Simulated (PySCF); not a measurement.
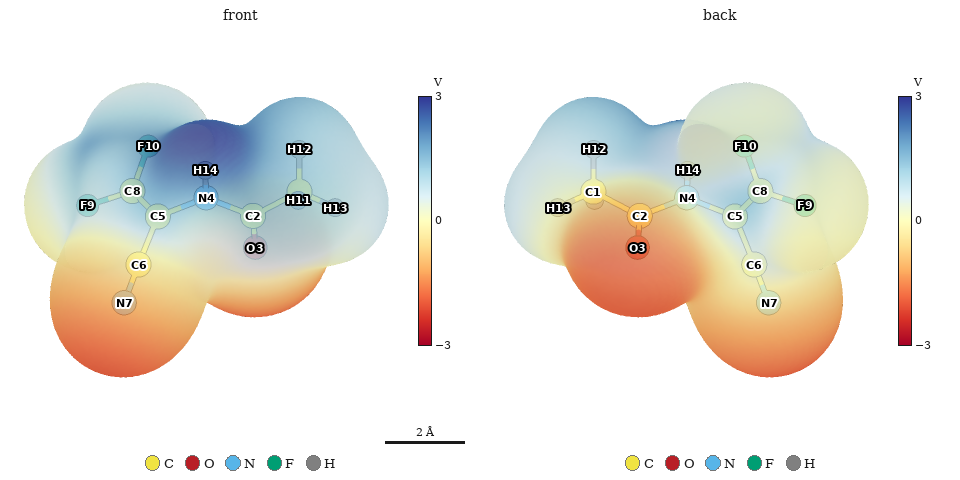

Figure. C5H4F2N2O. The molecular electrostatic potential painted on the density surface at 0.001 e/bohr³, seen from the front and from behind; the colour scale runs from red (negative) to blue (positive).

Geometry: GFN2-xTB.

Computed with B3LYP/pcSseg-1, SCF density, in a dimethylsulfoxide solvent model, non-relativistic in PySCF 2.14.0.

Input file:

```
{"job": {"kind": "nmr", "xc": "B3LYP", "basis": "pcSseg-1", "solvent": "dimethylsulfoxide", "pop": false}, "charge": 0, "multiplicity": 1}
C      1.828263     1.533640     0.208450
C      0.786612     0.665513    -0.450744
O      0.571376     0.610070    -1.632944
N      0.068955    -0.082424     0.453300
C     -0.941073    -0.980568     0.028039
C     -0.536733    -2.268089    -0.415248
N     -0.160584    -3.300672    -0.733897
C     -2.225380    -0.610798    -0.008378
F     -3.226426    -1.374141    -0.388915
F     -2.662606     0.565874     0.397691
H      2.536800     0.916813     0.757067
H      1.355050     2.227566     0.899961
H      2.357107     2.094297    -0.556384
H      0.248637     0.002918     1.442002
```

Command:

```sh
OMP_NUM_THREADS=1 python ens_run.py task.json out
```

Which sites attract a positive test charge, and which a negative one?

A positive charge is drawn to the negative regions and a negative charge to the positive ones. The most negative region (about −2.0 V, or −46 kcal/mol for a unit charge) lies over O3 and N7, the most positive (about +2.9 V, or +67 kcal/mol for a unit charge) over H14.
